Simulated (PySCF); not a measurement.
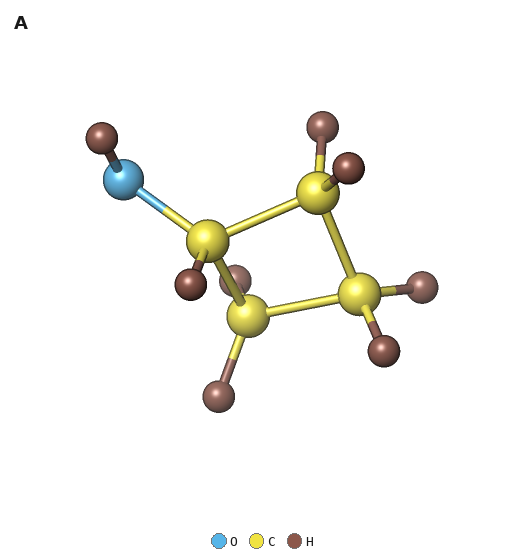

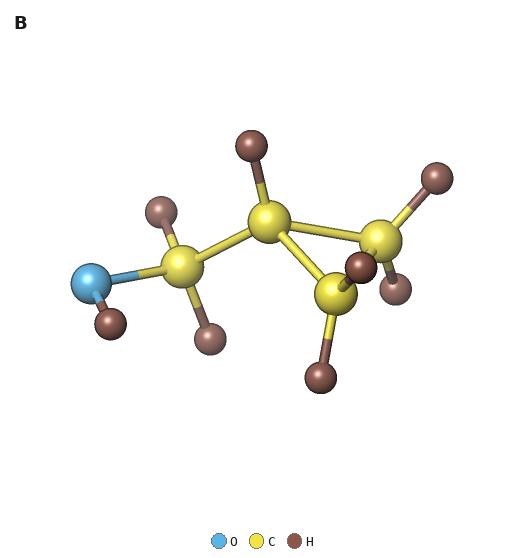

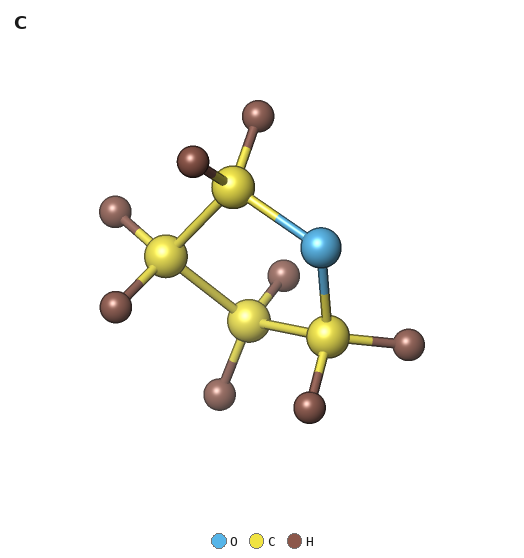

3 stationary structures of one formula. Geometries: PBE0-D3(BJ)/def2-SVP. Electronic energies: PBE0-D3(BJ)/def2-SVP (PySCF 2.14.0), without zero-point energy. No frequency run is at hand to confirm each as a minimum. Each is one conformer, not always the lowest.

> Are they conformers, stereoisomers or constitutional isomers?

They are constitutional isomers of C4H8O: A `OC1CCC1`, B `OCC1CC1`, C `C1CCOC1`.

> Rank them by energy, lowest first.

C is lowest; A lies 45.7 kJ/mol above it, B lies 63.1 kJ/mol above it.
